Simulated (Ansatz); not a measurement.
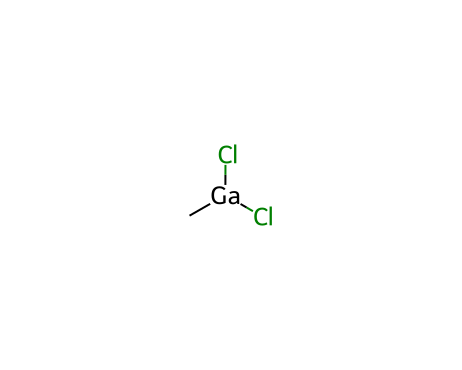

2D structure.

Question: Write the SMILES.

Answer: [CH3][Ga]([Cl])[Cl]

Question: What is the molecular formula?

Answer: CH3Cl2Ga.

The parts below concern this one geometry. Atoms keep their numbers from picture to picture. The computed structure is the end point of a PBE0-D4/def2-TZVP optimisation.

**Electronic properties**

Method: RKS PBE0-D4/def2-SVP (Ansatz 0.2.0).

Question: What is the HOMO energy (Kohn–Sham orbital)?

Answer: −8.68 eV.

Question: Estimate the HOMO–LUMO gap.

Answer: 7.64 eV.

Question: Estimate the dispersion correction.

Answer: −14.3 kJ/mol.

**Dipole moment**

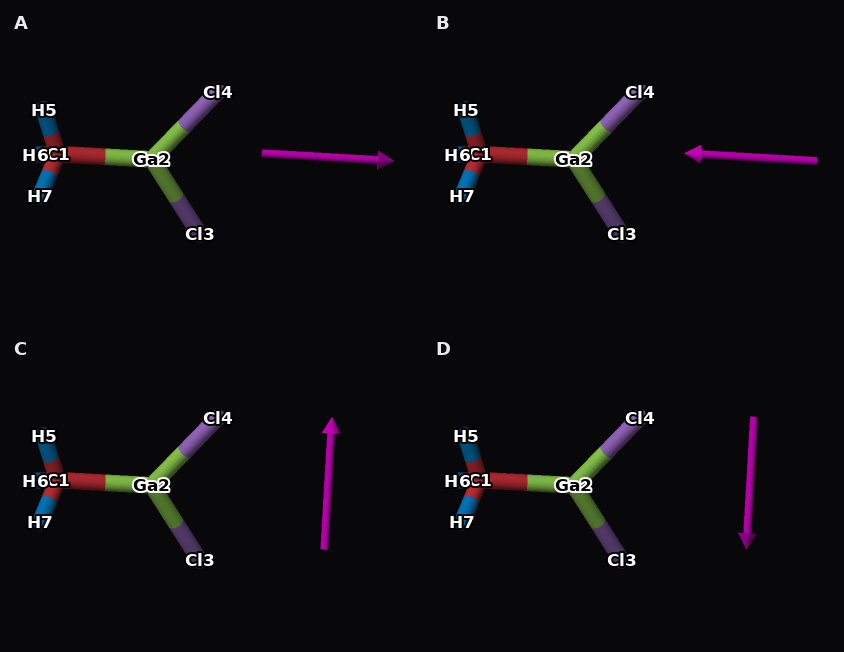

The same molecule four times, each with an arrow. Properties computed with RKS PBE-D4/def2-TZVPP (Ansatz 0.2.0).

Question: Which arrow points along the dipole moment, from the negative to the positive end?

Answer: B. The dipole moment is 2.71 D; it points from the side of Cl3, Cl4 to the side of H5, H6, H7 (the outermost atoms at the two ends).

**Vibrations**

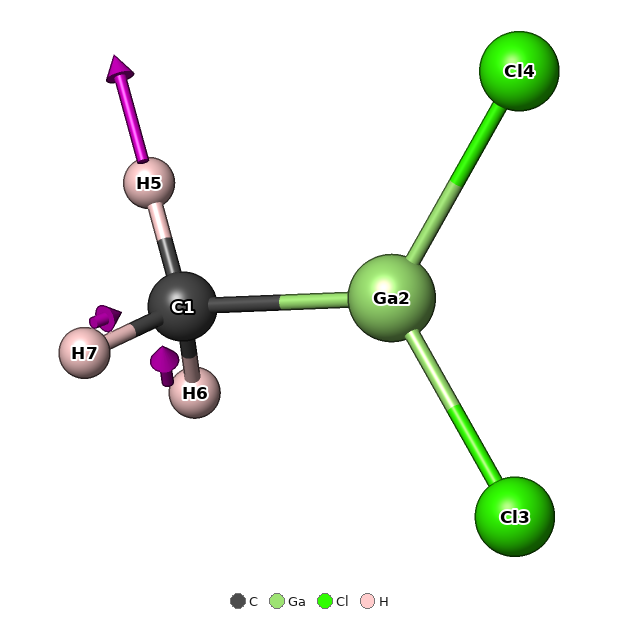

The arrows show one normal mode. Harmonic vibrations computed with RKS PBE0-D4/def2-TZVP (Ansatz 0.2.0) at a stationary point of the same level.

Question: What kind of motion is it?

Answer: Mostly out-of-phase stretching of 2 C–H bonds.

Question: At what wavenumber does it lie?

Answer: 3176 cm⁻¹; it is mode 15 of 15 counted from the lowest.

**Charges**

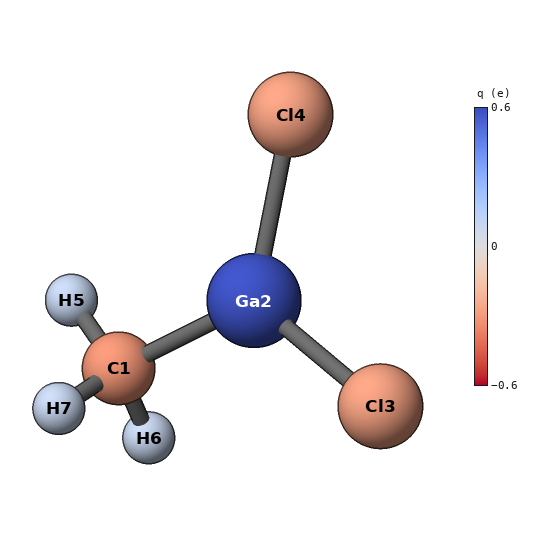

Atoms are coloured by their Mulliken charges. Method: RKS r2SCAN-D4/def2-TZVPP (Ansatz 0.2.0).

Question: Which atom carries the highest charge (most positive or least negative)?

Answer: Ga2 (0.57 e).

Question: And the lowest?

Answer: C1 (−0.30 e).

Give the Mulliken charges atom by atom.

| atom | value (e) |
| --- | --- |
| C1 | −0.30 |
| Ga2 | 0.57 |
| Cl3 | −0.27 |
| Cl4 | −0.27 |
| H5 | 0.09 |
| H6 | 0.09 |
| H7 | 0.09 |

Mulliken values depend strongly on the basis set and can even reverse the polarity of a bond.
